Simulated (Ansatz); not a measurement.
# AlHO (singlet): trial inputs and their diagnosis at distance Al1–H3 = 1.741 Å

3 inputs are run for AlHO (singlet) as typed; the log has to tell whether the result can be used and what must change.

The runs use Ansatz 0.2.0, Gaussian basis; the settings change from run to run.

24 further runs of the same task are left out: 6 for a known fault of the program, 2 for a mislabelled method, 9 that didn't finish, 7 set aside as unsound or not needed.

## Step 1: The system

The geometry derives from a PBE0/def2-TZVP stationary point (not a proven minimum). One bond is set to the value named and the two fragments are kept rigid.

3 atoms, charge 0, spin multiplicity 1.

Atoms are counted from 1 here; the program's logs count them from 0.

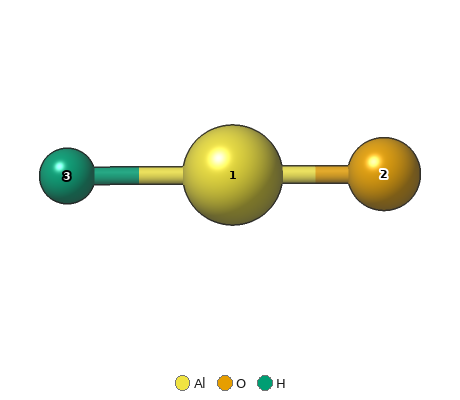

The structure; aluminium yellow, oxygen amber, hydrogen teal; atoms are numbered from 1 in the order of the file.

Geometry (Å):

```
Al    0.0000    0.0000   -0.0491
O     0.0000    0.0000   -1.6428
H     0.0000    0.0000    1.6919
```

## Step 2: Attempt 1

The input, in.yaml:

```yaml
crystal:
  periodic: [false, false, false]
  atoms:
    - {symbol: Al, position_ang: [0.000000, 0.000000, -0.049084]}
    - {symbol: O, position_ang: [0.000000, 0.000000, -1.642832]}
    - {symbol: H, position_ang: [0.000000, 0.000000, 1.691916]}
basis:
  gaussian: {orbitals: pcseg-2}
hamiltonian: {pseudopotentials: {relativity: scalar}}
correlation: {active_space: {ras: {orbitals: [5, 0, 67], electrons: 10, max_holes: 2, max_particles: 2}, fixed_orbitals: true}}
output: {forces: true}
```

Run with:

```
$ ansatz run in.yaml --threads 1 --pin off --events-out ev --progress --plain --max-ram 2393MiB
```

Log:

```text
Functional definition: HF
  name "HF"
  cite "Fock, Z. Phys. 61, 126 (1930) doi:10.1007/BF01340294"
  parent pbe
  exchange = exact_x
  correlation = 0
483 factors; integrals over basis functions are off by at most 1.6e-3 eV
mean field evaluation 1: about -8640.8834 eV, gradient 5.6e1 eV
mean field evaluation 2: about -8640.8840 eV, gradient 5.6e1 eV
mean field evaluation 4: about -8647.6372 eV, gradient 5.5e0 eV
mean field evaluation 8: about -8647.7509 eV, gradient 1.8e-3 eV
mean field -8647.75094007 eV, -317.7989853916 hartree, gradient 3.5e-6 eV, S^2 0.000000; 0 other end points of the search recorded, 0 dependent functions left out
reference -8647.75094007 eV, -317.7989853916 hartree; 11, 11 occupied and 67, 67 virtual orbitals, 483 factors
Error: with vectors over 41734 determinants and the model space of their search the run needs 2.65 GiB of the host's memory, and 2.33 GiB are given
refused for memory
```

Wall time 0.84 s (1 thread of Arm Neoverse V1, shared host).

**Diagnosis.** The program refused it for memory. The method needs more than --max-ram allows. Cure: a smaller space or basis, or more memory.

## Step 3: Attempt 2

The input, in.yaml:

```yaml
crystal:
  periodic: [false, false, false]
  atoms:
    - {symbol: Al, position_ang: [0.000000, 0.000000, -0.049084]}
    - {symbol: O, position_ang: [0.000000, 0.000000, -1.642832]}
    - {symbol: H, position_ang: [0.000000, 0.000000, 1.691916]}
basis:
  gaussian: {orbitals: "6-31++G**", fitting: {mean_field: def2-universal-jkfit}}
hamiltonian: {xc: pbe0}
correlation: {method: fic_mrcisd_q, electrons: outside_noble_gas, active_space: {window: {electrons: 2, orbitals: 2}}}
scf: {lower_state_search: off}
```

Launched as before.

Log:

```text
Error: invalid value for `correlation.active_space`: it starts from restricted Hartree–Fock orbitals; set hamiltonian.xc: hf without magnetization.spin_polarized
```

Run time: 0.03 s. Hardware: 1 thread of Arm Neoverse V1, shared host.

What is wrong: The run was refused. An active space is asked on a functional's orbitals. Cure: start from Hartree-Fock.

## Step 4: Attempt 3

The input, in.yaml:

```yaml
crystal:
  periodic: [false, false, false]
  atoms:
    - {symbol: Al, position_ang: [0.000000, 0.000000, -0.049084]}
    - {symbol: O, position_ang: [0.000000, 0.000000, -1.642832]}
    - {symbol: H, position_ang: [0.000000, 0.000000, 1.691916]}
basis:
  gaussian: {orbitals: STO-3G}
correlation: {active_space: {window: {electrons: 2, orbitals: 2}, states: [{multiplicity: 1, irrep: E1u, weights: [1]}]}}
```

Launched as before.

Log:

```text
Functional definition: HF
  name "HF"
  cite "Fock, Z. Phys. 61, 126 (1930) doi:10.1007/BF01340294"
  parent pbe
  exchange = exact_x
  correlation = 0
241 factors; integrals over basis functions are off by at most 5.2e-8 eV
mean field evaluation 1: about -8518.7543 eV, gradient 3.7e1 eV
mean field evaluation 2: about -8518.7557 eV, gradient 3.7e1 eV
mean field evaluation 4: about -8525.5792 eV, gradient 4.5e0 eV
mean field evaluation 8: about -8525.6778 eV, gradient 3.2e-2 eV
mean field -8525.67505331 eV, -313.3127792989 hartree, gradient 5.8e-7 eV, S^2 0.000000; 0 other end points of the search recorded, 0 dependent functions left out
reference -8525.67505331 eV, -313.3127792989 hartree; 11, 11 occupied and 4, 4 virtual orbitals, 241 factors
Error: the irrep E1u is not accepted for these orbitals, which take A1, B1, B2, A2, or 1 to 4
```

It took 0.09 s on 1 thread of Arm Neoverse V1, shared host.

Diagnosis: The run stopped with an error. The symmetry label isn't in the molecule's group. To mend it, name an irrep that the log lists.

## Step 5: Summary

```csv
attempt,level,ended,cause,time
1,CISD/pcseg-2,out of memory,the method needs more than --max-ram allows,0.84 s
2,"MRCISD+Q(2,2)/6-31++G**",refused,an active space is asked on a functional's orbitals,0.03 s
3,"CASSCF(2,2)/STO-3G",stopped by an error,the symmetry label isn't in the molecule's group,0.09 s
```

1 out of memory, 1 refused, 1 stopped by an error.
